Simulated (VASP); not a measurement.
Band structure of WC (wc). Computed with PW91 GGA, VASP's PBE PAW potentials (set 64) (plane waves; VASP 6.6.1).

Unless said otherwise, spin-orbit coupling is left out, though it shifts the bands of the heavy elements here.

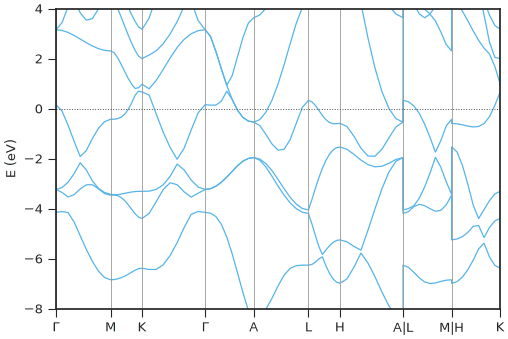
Figure. Bands along high-symmetry lines, zero at the valence-band maximum or, without a gap, the Fermi level

### Question
Read the plot: is there a gap, and where are the band edges?

### Answer
It has no gap at this level: it comes out as a metal or semimetal. (Edges off the drawn lines would not show.)

The compound is WC in the wc structure. It was relaxed first.
